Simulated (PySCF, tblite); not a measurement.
# C₃H₁₀O₂Si₃: geometry, infrared bands and NMR shifts

Aim: predict the infrared bands and NMR shifts of C₃H₁₀O₂Si₃ (`C#CC[SiH2]O[SiH2]O[SiH3]`).

The runs use tblite 0.8.0 and PySCF 2.14.0, with density-fitted response routines of our own; the level of theory stands in each step. All values are computed, except where a source is named. Atoms are numbered from 0 throughout.

## (1) Starting geometry

18 atoms, charge 0, multiplicity 1; geometry from: force field or distance geometry start.

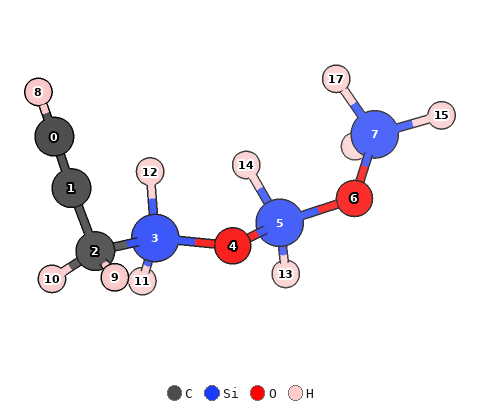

The starting geometry (carbon dark grey, silicon blue, oxygen red, hydrogen pink), atoms numbered; sticks join atoms by distance.

## (2) Geometry optimisation with GFN2-xTB

What the job is given:

```
{"job": {"kind": "relax", "xc": "GFN2-xTB", "basis": "xTB"}, "charge": 0, "multiplicity": 1}
C     -3.381600     2.349000    -0.039000
C     -3.204300     1.154500    -0.016500
C     -2.938100    -0.310000     0.050100
Si    -1.261500    -0.678100    -0.660900
O     -0.084700    -0.897200     0.587500
Si     1.410500    -1.031700    -0.286400
O      2.754700    -0.644800     0.702000
Si     3.869200     0.213300    -0.314500
H     -3.560800     3.393000    -0.057400
H     -3.040300    -0.610600     1.106400
H     -3.761600    -0.829200    -0.541600
H     -1.335100    -1.834700    -1.564100
H     -0.798400     0.479400    -1.446900
H      1.588300    -2.359000    -0.857200
H      1.315100     0.035500    -1.329400
H      5.166000     0.409100     0.314700
H      3.943200    -0.394700    -1.657500
H      3.310600     1.562600    -0.530700
```

The run is started by

```bash
$ OMP_NUM_THREADS=1 python probes_run.py task.json out
```

This one command runs all jobs of the session in turn.

Standard output:

```text
step      E/eV     max force
  0    -678.35758    3.257
  1    -678.76344    2.061
  2    -678.86998    4.551
  3    -678.96180    3.373
  4    -679.04114    0.506
  5    -679.07128    0.483
  6    -679.11824    0.613
  7    -679.14773    0.681
  8    -679.22201    0.544
  9    -679.25588    0.430
 10    -679.28601    0.400
 11    -679.31831    0.497
 12    -679.35883    0.543
 13    -679.41663    0.582
 14    -679.48865    0.727
 15    -679.56516    0.715
 16    -679.62273    0.507
 17    -679.66429    0.389
 18    -679.69649    0.466
 19    -679.72546    0.426
 20    -679.74571    0.895
 21    -679.77336    0.503
 22    -679.79770    0.356
 23    -679.82881    0.320
 24    -679.84747    0.319
 25    -679.87425    0.427
 26    -679.88986    0.380
 27    -679.90594    0.273
 28    -679.91979    0.352
 29    -679.93359    0.326
 30    -679.94721    0.267
 31    -679.95717    0.240
 32    -679.96391    0.182
 33    -679.97004    0.177
 34    -679.97688    0.175
 35    -679.98419    0.205
 36    -679.99300    0.204
 37    -680.00149    0.251
 38    -680.01014    0.228
 39    -680.01700    0.178
 40    -680.02460    0.170
 41    -680.02902    0.173
 42    -680.03488    0.206
 43    -680.04024    0.198
 44    -680.04540    0.139
 45    -680.04900    0.127
 46    -680.05154    0.132
 47    -680.05398    0.144
 48    -680.05678    0.138
 49    -680.05941    0.106
 50    -680.06140    0.167
 51    -680.06364    0.104
 52    -680.06647    0.108
 53    -680.06931    0.111
 54    -680.07073    0.094
 55    -680.07203    0.092
 56    -680.07302    0.076
 57    -680.07433    0.075
 58    -680.07537    0.057
 59    -680.07592    0.053
 60    -680.07639    0.048
 61    -680.07707    0.064
 62    -680.07787    0.073
 63    -680.07851    0.052
 64    -680.07887    0.042
 65    -680.07915    0.041
 66    -680.07961    0.054
 67    -680.08041    0.075
 68    -680.08151    0.080
 69    -680.08258    0.077
 70    -680.08347    0.072
 71    -680.08440    0.081
 72    -680.08563    0.098
 73    -680.08709    0.092
 74    -680.08830    0.094
 75    -680.08934    0.078
 76    -680.09022    0.064
 77    -680.09164    0.095
 78    -680.09291    0.075
 79    -680.09369    0.064
 80    -680.09405    0.046
 81    -680.09438    0.048
 82    -680.09487    0.059
 83    -680.09560    0.094
 84    -680.09634    0.063
 85    -680.09712    0.065
 86    -680.09772    0.055
 87    -680.09821    0.042
 88    -680.09864    0.037
 89    -680.09908    0.044
 90    -680.09960    0.060
 91    -680.10015    0.058
 92    -680.10062    0.041
 93    -680.10098    0.040
 94    -680.10137    0.050
 95    -680.10192    0.067
 96    -680.10271    0.071
 97    -680.10354    0.059
 98    -680.10418    0.052
 99    -680.10459    0.053
100    -680.10547    0.099
101    -680.10669    0.114
102    -680.10911    0.139
103    -680.11075    0.244
104    -680.11132    0.177
105    -680.11748    0.212
106    -680.11941    0.195
107    -680.12210    0.235
108    -680.12353    0.261
109    -680.12386    0.282
110    -680.12890    0.387
111    -680.13362    0.133
112    -680.13882    0.168
113    -680.14430    0.231
114    -680.15324    0.311
115    -680.15400    0.558
116    -680.15825    0.135
117    -680.16034    0.111
118    -680.16523    0.278
119    -680.16857    0.173
120    -680.16905    0.247
121    -680.17278    0.157
122    -680.17497    0.161
123    -680.17768    0.113
124    -680.18044    0.102
125    -680.18192    0.087
126    -680.18454    0.091
127    -680.18752    0.138
128    -680.18947    0.128
129    -680.19172    0.204
130    -680.19407    0.160
131    -680.19585    0.089
132    -680.19724    0.105
133    -680.19871    0.074
134    -680.19994    0.079
135    -680.20064    0.075
136    -680.20135    0.058
137    -680.20225    0.087
138    -680.20329    0.089
139    -680.20422    0.078
140    -680.20510    0.072
141    -680.20642    0.064
142    -680.20807    0.072
143    -680.20987    0.080
144    -680.21163    0.097
145    -680.21345    0.114
146    -680.21547    0.097
147    -680.21734    0.096
148    -680.21841    0.143
149    -680.21983    0.076
150    -680.22075    0.055
151    -680.22136    0.063
152    -680.22220    0.080
153    -680.22334    0.089
154    -680.22464    0.085
155    -680.22594    0.084
156    -680.22691    0.061
157    -680.22776    0.077
158    -680.22863    0.069
159    -680.23027    0.098
160    -680.23117    0.113
161    -680.23213    0.065
162    -680.23271    0.071
163    -680.23315    0.044
164    -680.23352    0.044
165    -680.23381    0.045
166    -680.23408    0.042
167    -680.23433    0.033
168    -680.23459    0.050
169    -680.23490    0.043
170    -680.23532    0.043
171    -680.23583    0.059
172    -680.23645    0.067
173    -680.23716    0.086
174    -680.23778    0.072
175    -680.23821    0.045
176    -680.23851    0.043
177    -680.23879    0.038
178    -680.23909    0.039
179    -680.23941    0.035
180    -680.23971    0.038
181    -680.23997    0.036
182    -680.24016    0.027
183    -680.24031    0.025
184    -680.24043    0.028
185    -680.24060    0.045
186    -680.24083    0.061
187    -680.24107    0.058
188    -680.24123    0.033
189    -680.24133    0.021
190    -680.24141    0.023
191    -680.24152    0.039
192    -680.24166    0.046
193    -680.24179    0.033
194    -680.24190    0.024
195    -680.24204    0.025
196    -680.24222    0.035
197    -680.24247    0.046
198    -680.24276    0.046
199    -680.24307    0.045
200    -680.24339    0.047
201    -680.24379    0.059
202    -680.24421    0.053
203    -680.24464    0.046
204    -680.24493    0.039
205    -680.24523    0.042
206    -680.24553    0.043
207    -680.24585    0.032
208    -680.24606    0.034
209    -680.24622    0.031
210    -680.24636    0.029
211    -680.24650    0.035
212    -680.24661    0.023
213    -680.24673    0.028
214    -680.24685    0.032
215    -680.24701    0.040
216    -680.24719    0.046
217    -680.24742    0.075
218    -680.24776    0.051
219    -680.24831    0.074
220    -680.24901    0.082
221    -680.24973    0.087
222    -680.25036    0.058
223    -680.25078    0.067
224    -680.25122    0.067
225    -680.25173    0.065
226    -680.25283    0.080
227    -680.25330    0.064
228    -680.25402    0.057
229    -680.25462    0.045
230    -680.25503    0.046
231    -680.25543    0.054
232    -680.25541    0.097
233    -680.25592    0.031
234    -680.25603    0.021
235    -680.25620    0.017
236    -680.25628    0.050
237    -680.25638    0.043
238    -680.25649    0.021
239    -680.25655    0.021
240    -680.25660    0.017
241    -680.25664    0.017
242    -680.25669    0.015
243    -680.25676    0.018
244    -680.25684    0.030
245    -680.25691    0.032
246    -680.25697    0.028
247    -680.25702    0.029
248    -680.25707    0.018
249    -680.25713    0.021
250    -680.25724    0.023
251    -680.25733    0.023
252    -680.25742    0.024
253    -680.25751    0.023
254    -680.25765    0.036
255    -680.25785    0.048
256    -680.25811    0.049
257    -680.25838    0.047
258    -680.25849    0.075
259    -680.25876    0.029
260    -680.25887    0.026
261    -680.25901    0.028
262    -680.25912    0.026
263    -680.25930    0.031
264    -680.25961    0.030
265    -680.25989    0.037
266    -680.26010    0.037
267    -680.26023    0.046
268    -680.26041    0.035
269    -680.26062    0.046
270    -680.26080    0.027
271    -680.26088    0.028
272    -680.26100    0.036
273    -680.26110    0.023
274    -680.26119    0.048
275    -680.26125    0.052
276    -680.26132    0.035
277    -680.26141    0.047
278    -680.26152    0.046
279    -680.26162    0.053
280    -680.26173    0.042
281    -680.26185    0.030
282    -680.26198    0.031
283    -680.26210    0.051
284    -680.26220    0.029
285    -680.26228    0.024
286    -680.26235    0.016
287    -680.26239    0.017
288    -680.26242    0.016
289    -680.26243    0.010
290    -680.26244    0.005
```

Wall time 4.9 s (1 thread of Arm Neoverse N1, shared host); peak memory 0.18 GiB.

Relaxation path: (not every step is listed)

| step | energy from step 0 (eV) | largest force (eV/Å) |
| --- | --- | --- |
| 0 | 0.0000 | 3.2570 |
| 1 | -0.4059 | 2.0614 |
| 2 | -0.5124 | 4.5514 |
| 3 | -0.6042 | 3.3728 |
| 4 | -0.6836 | 0.5056 |
| 5 | -0.7137 | 0.4828 |
| 6 | -0.7607 | 0.6133 |
| 7 | -0.7902 | 0.6806 |
| 8 | -0.8644 | 0.5440 |
| 35 | -1.6266 | 0.2053 |
| 62 | -1.7203 | 0.0733 |
| 89 | -1.7415 | 0.0442 |
| 116 | -1.8007 | 0.1349 |
| 143 | -1.8523 | 0.0803 |
| 170 | -1.8777 | 0.0430 |
| 197 | -1.8849 | 0.0456 |
| 224 | -1.8936 | 0.0675 |
| 251 | -1.8998 | 0.0230 |
| 278 | -1.9039 | 0.0457 |
| 285 | -1.9047 | 0.0241 |
| 286 | -1.9048 | 0.0158 |
| 287 | -1.9048 | 0.0169 |
| 288 | -1.9048 | 0.0157 |
| 289 | -1.9049 | 0.0103 |
| 290 | -1.9049 | 0.0052 |

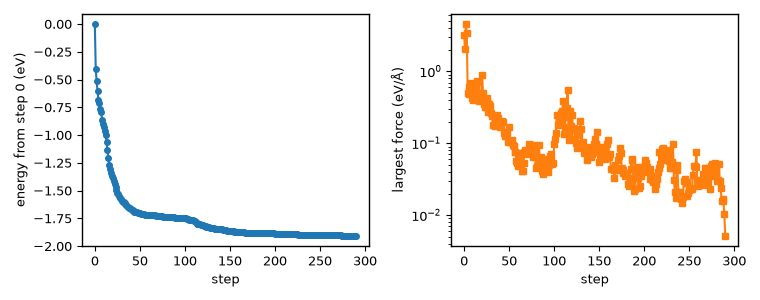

Energy and largest force along the relaxation.

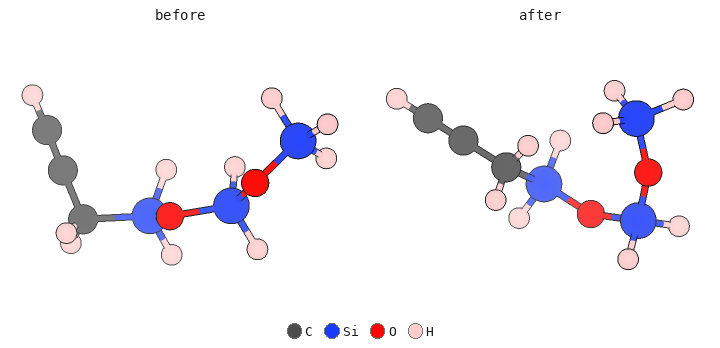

Before and after, at one scale.

Close pairs (by a distance rule), those that changed most:

| bond | before (Å) | after (Å) | change (Å) |
| --- | --- | --- | --- |
| O4–Si5 | 1.737 | 1.617 | -0.120 |
| O6–Si7 | 1.735 | 1.619 | -0.116 |
| Si3–O4 | 1.730 | 1.624 | -0.105 |
| Si5–O6 | 1.713 | 1.616 | -0.096 |
| C2–Si3 | 1.858 | 1.911 | +0.053 |
| C1–C2 | 1.490 | 1.440 | -0.050 |
| C2–H10 | 1.139 | 1.094 | -0.045 |
| Si5–H14 | 1.495 | 1.454 | -0.042 |

The final coordinates are the input of the step that follows.

## (3) Infrared spectrum with GFN2-xTB

What the job is given:

```
{"job": {"kind": "ir", "xc": "GFN2-xTB", "basis": "xTB"}, "charge": 0, "multiplicity": 1}
C     -3.230470     2.162759     0.683858
C     -2.398040     1.310001     0.569228
C     -1.398662     0.283890     0.416586
Si    -1.249097    -0.350199    -1.380260
O     -0.103559    -1.500734    -1.426297
Si     1.392816    -2.041325    -1.137541
O      2.326142    -0.859349    -0.550773
Si     2.622292     0.647542    -0.036811
H     -3.957292     2.909909     0.797983
H     -0.433283     0.681711     0.744321
H     -1.646729    -0.548637     1.081269
H     -2.451674    -1.057730    -1.816868
H     -0.861919     0.736524    -2.281676
H      1.288177    -3.053396    -0.097088
H      1.955126    -2.429690    -2.420423
H      2.265236     0.699371     1.382879
H      4.054578     0.821923    -0.258203
H      1.817599     1.593746    -0.811358
```

Standard output:

```text
mode    cm-1     km/mol
  1      27.5      0.10
  2      33.4      0.02
  3      47.8      1.09
  4      65.1      3.37
  5      71.6      0.26
  6      99.7      2.48
  7      99.9      2.51
  8     120.2      2.39
  9     202.1     10.95
 10     289.1     20.34
 11     293.0     10.15
 12     368.9      0.40
 13     465.0     42.87
 14     539.9      6.87
 15     567.3     70.25
 16     588.8     65.44
 17     598.3      2.72
 18     601.9     29.79
 19     613.0    113.60
 20     621.7     15.22
 21     623.2     28.96
 22     635.8     38.07
 23     727.3    276.35
 24     731.8     80.17
 25     756.7     23.38
 26     772.6    148.67
 27     775.4    636.76
 28     779.4    398.37
 29     790.5    237.33
 30     798.6    202.09
 31     826.7    153.37
 32    1016.0     58.57
 33    1068.3    622.01
 34    1105.8      8.13
 35    1112.9    565.51
 36    1204.0     57.21
 37    1425.5      2.61
 38    2229.2    210.69
 39    2239.8    477.55
 40    2251.1    288.69
 41    2268.0    214.45
 42    2287.0    207.80
 43    2292.5     48.19
 44    2310.4    424.99
 45    2336.0    184.50
 46    2935.1     34.92
 47    2949.1     32.54
 48    3399.2      4.07
```

Wall time 1.5 s (1 thread of Arm Neoverse N1, shared host); peak memory 0.18 GiB.

The strongest bands and the atoms that carry them (share of the mass-weighted mode):

| cm⁻¹ | km/mol | atoms |
| --- | --- | --- |
| 727 | 276.4 | H11 27 %, H12 26 %, C2 12 % |
| 775 | 636.8 | H16 18 %, H12 16 %, H13 15 %, H11 14 % |
| 779 | 398.4 | H14 21 %, H13 20 %, H16 19 %, H17 10 % |
| 1068 | 622.0 | O4 51 %, O6 22 %, Si5 13 % |
| 1113 | 565.5 | O6 56 %, O4 25 % |
| 2240 | 477.6 | H12 61 %, H15 26 % |
| 2251 | 288.7 | H17 65 %, H15 17 %, H12 11 % |
| 2310 | 425.0 | H13 78 %, H14 17 % |

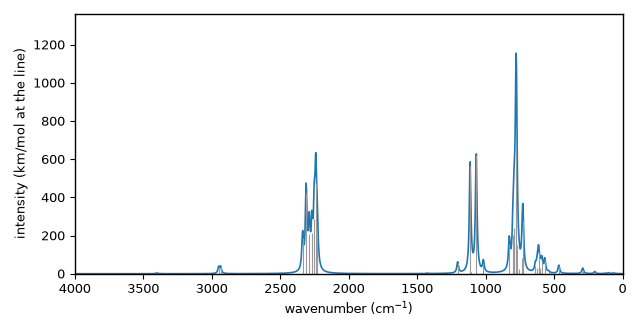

The infrared spectrum from these modes, unscaled. Lines are broadened to a width of 14 cm⁻¹ (Lorentzian).

## (4) NMR shieldings: PBE0/pcSseg-1

The job, as its differences from that of step 3:

```diff
@@ -1,2 +1,2 @@
-{"job": {"kind": "ir", "xc": "GFN2-xTB", "basis": "xTB"}, "charge": 0, "multiplicity": 1}
+{"job": {"kind": "nmr", "xc": "PBE0", "basis": "pcSseg-1"}, "charge": 0, "multiplicity": 1}
 C     -3.230470     2.162759     0.683858
```

Method: GIAO PBE0/pcSseg-1 NMR shielding, non-relativistic, gas phase.

Standard output:

```text
coarse grid: 16504 points
cycle   1  E = -1138.3377299411  dE =  9.579e-01  |g| = 1.067e+00  |ddm| = 4.110e+00
cycle   2  E = -1138.0575148174  dE =  2.802e-01  |g| = 1.620e+00  |ddm| = 2.172e+00
cycle   3  E = -1138.5370096399  dE = -4.795e-01  |g| = 1.321e-01  |ddm| = 1.478e+00
cycle   4  E = -1138.5404237106  dE = -3.414e-03  |g| = 4.852e-02  |ddm| = 1.629e-01
cycle   5  E = -1138.5408229299  dE = -3.992e-04  |g| = 2.973e-02  |ddm| = 5.337e-02
cycle   6  E = -1138.5410359935  dE = -2.131e-04  |g| = 4.559e-03  |ddm| = 2.281e-02
cycle   7  E = -1138.5410412527  dE = -5.259e-06  |g| = 6.348e-04  |ddm| = 4.191e-03
final grid: 145544 points
cycle   8  E = -1138.6077075554  dE = -1.574e-05  |g| = 1.050e-02  |ddm| = 3.353e-02
cycle   9  E = -1138.6076854226  dE =  2.213e-05  |g| = 1.533e-02  |ddm| = 1.866e-02
cycle  10  E = -1138.6077276457  dE = -4.222e-05  |g| = 1.263e-03  |ddm| = 1.136e-02
cycle  11  E = -1138.6077279738  dE = -3.282e-07  |g| = 3.863e-04  |ddm| = 1.148e-03
cycle  12  E = -1138.6077280034  dE = -2.955e-08  |g| = 1.660e-04  |ddm| = 3.617e-04
cycle  13  E = -1138.6077280102  dE = -6.855e-09  |g| = 2.435e-05  |ddm| = 1.332e-04
cycle  14  E = -1138.6077280104  dE = -1.085e-10  |g| = 8.812e-06  |ddm| = 2.444e-05
converged SCF energy = -1138.6077280104

GIAO shielding tensors (ppm)
atom      isotropic    diamagn.    paramagn.     s11        s22        s33       span
  0 C      112.905     256.798    -143.893     36.845     40.576    261.295    224.451
  1 C      105.534     260.290    -154.755     10.441     10.914    295.248    284.808
  2 C      179.223     255.088     -75.865    161.967    174.404    201.297     39.330
  3 Si     376.729     879.786    -503.057    356.827    361.826    411.534     54.707
  4 O      268.774     401.581    -132.807    229.713    250.379    326.230     96.517
  5 Si     395.093     880.674    -485.581    392.197    392.558    400.524      8.327
  6 O      295.025     401.993    -106.968    239.975    276.249    368.851    128.875
  7 Si     393.268     880.057    -486.789    358.322    363.007    458.476    100.154
  8 H       30.477      34.039      -3.563     25.031     25.128     41.271     16.240
  9 H       29.440      35.183      -5.743     23.574     28.427     36.320     12.747
 10 H       29.437      30.521      -1.084     24.094     29.277     34.941     10.847
 11 H       26.565      28.352      -1.787     22.722     25.447     31.525      8.803
 12 H       26.450      30.295      -3.845     23.428     25.441     30.482      7.054
 13 H       26.874      29.926      -3.052     23.403     24.681     32.537      9.134
 14 H       26.834      27.700      -0.866     22.990     24.599     32.912      9.922
 15 H       26.461      31.253      -4.791     23.617     25.024     30.743      7.127
 16 H       26.489      28.199      -1.710     22.838     24.693     31.935      9.097
 17 H       26.428      31.955      -5.527     23.244     26.105     29.935      6.691
```

It took 73 s on 1 thread of Arm Neoverse N1, shared host; peak memory 0.93 GiB.

The references, computed at this level on geometries of the same kind, shield at (ppm): 1H TMS 31.72, 13C TMS 186.9, 29Si TMS 349.2, 17O H2O 336.1. Their shielding less the atom's gives the shift. The references are single molecules in the gas phase, so shifts against H2O, NH3, PH3, H3PO4 or CFCl3 are not on the usual liquid scales and can be off by tens of ppm. Atoms listed in one row are averaged.

| atoms | environment | σ (ppm) | δ (ppm) | δ scaled to CDCl3 |
| --- | --- | --- | --- | --- |
| C1 | alkyne carbon | 105.5 | 81.4 | 77.5 |
| C0 | terminal alkyne carbon | 112.9 | 74.0 | 70.3 |
| C2 | propargylic sp3 CH2 bonded to Si | 179.2 | 7.7 | 5.6 |
| H15, H16, H17 | hydrogen on a silicon bonded to O | 26.46 | 5.26 | – |
| H11, H12 | hydrogen on a silicon bonded to C, O | 26.51 | 5.21 | – |
| H13, H14 | hydrogen on a silicon bonded to 2 O | 26.85 | 4.86 | – |
| H9, H10 | hydrogen on a propargylic sp3 CH2 bonded to Si | 29.44 | 2.28 | 2.25 |
| H8 | hydrogen on a terminal alkyne carbon | 30.48 | 1.24 | 1.27 |
| Si3 | silicon bonded to C, O, 2 H | 376.7 | -27.6 | – |
| Si7 | silicon bonded to O, 3 H | 393.3 | -44.1 | – |
| Si5 | silicon bonded to 2 O, 2 H | 395.1 | -45.9 | – |
| O4 | oxygen bonded to 2 Si | 268.8 | 67.3 | – |
| O6 | oxygen bonded to 2 Si | 295.0 | 41.1 | – |

The scaled column applies a straight-line fit of computed shieldings to shifts measured in CDCl3 (root-mean-square error 0.16 ppm for H, 1.9 ppm for C).

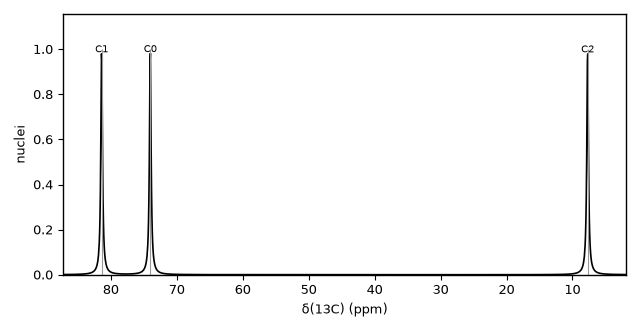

13C lines at the computed shifts, without couplings. Lines are broadened to a width of 0.29 ppm (Lorentzian).

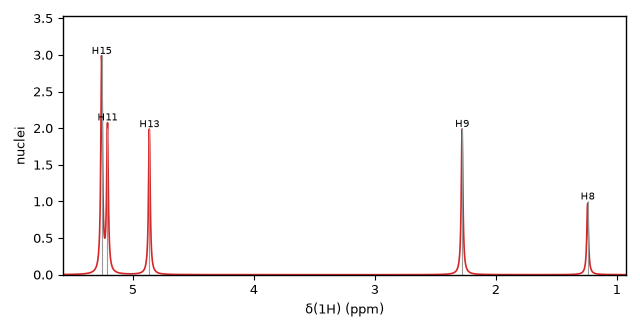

1H lines at the computed shifts, without couplings. Lines are broadened to a width of 0.02 ppm (Lorentzian).

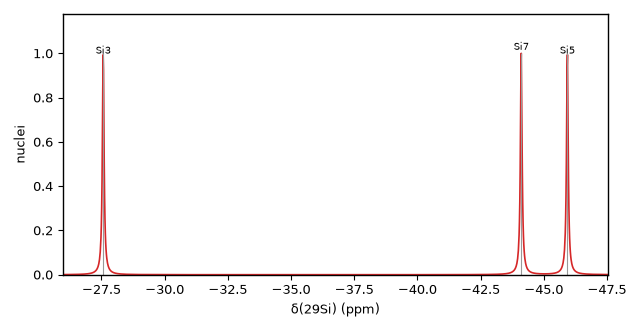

29Si lines at the computed shifts, without couplings. Lines are broadened to a width of 0.08 ppm (Lorentzian).

Charges from the same density, by scheme (e):

| atoms | Mulliken | IAO | Hirshfeld | ESP fit |
| --- | --- | --- | --- | --- |
| C0 | -0.38 | -0.27 | -0.13 | -0.50 |
| C1 | 0.15 | -0.02 | -0.05 | 0.05 |
| C2 | -0.50 | -0.57 | -0.14 | -0.30 |
| Si3 | 0.90 | 1.04 | 0.42 | 0.63 |
| O4 | -0.73 | -0.89 | -0.30 | -0.48 |
| Si5 | 1.05 | 1.22 | 0.47 | 0.69 |
| O6 | -0.73 | -0.89 | -0.31 | -0.46 |
| Si7 | 0.69 | 0.88 | 0.40 | 0.61 |

Hirshfeld charges:

C0 -0.13; C1 -0.05; C2 -0.14; Si3 0.42; O4 -0.30; Si5 0.47; O6 -0.31; Si7 0.40; H8 0.09; H9 0.05; H10 0.06; H11 -0.08; H12 -0.08; H13 -0.08; H14 -0.08; H15 -0.08; H16 -0.08; H17 -0.08

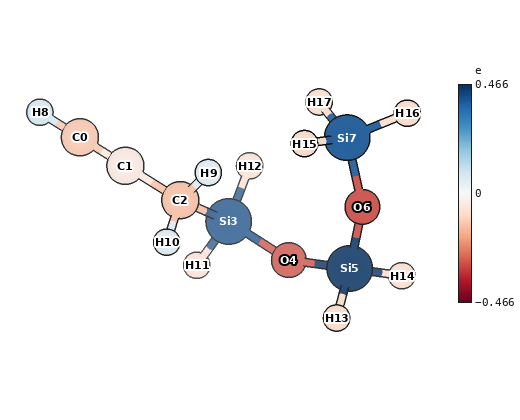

Hirshfeld charges, as colours on the atoms.

Mayer bond orders: C0–C1 2.54, C1–C2 1.10, C2–Si3 0.85, Si3–O4 0.91, O4–Si5 0.95, Si5–O6 0.95, O6–Si7 0.91.

## (5) What came out

```
                                                              quantity                             value
                             strongest single infrared mode (GFN2-xTB)              775 cm⁻¹, 637 km/mol
                                          zero-point energy (GFN2-xTB)                     70.0 kcal/mol
                                13C shifts against TMS (PBE0/pcSseg-1)               81.4, 74.0, 7.7 ppm
1H shifts against TMS (PBE0/pcSseg-1, means over atoms taken as alike)  5.26, 5.21, 4.86, 2.28, 1.24 ppm
                               29Si shifts against TMS (PBE0/pcSseg-1)           -27.6, -44.1, -45.9 ppm
                                17O shifts against H2O (PBE0/pcSseg-1)                    67.3, 41.1 ppm
```

**Reading.** The optimisation took 290 steps and gained 1.905 eV; among the close pairs (by a distance rule), O4–Si5 changed most, from 1.737 to 1.617 Å. All 48 modes are real, so the xTB geometry is a minimum. GFN2-xTB is a fitted tight-binding method: band positions and strengths are rough. Its intensities can rank the bands wrongly. At PBE0/pcSseg-1: The largest span, 285 ppm, is at C1, where the paramagnetic term is -155 ppm.
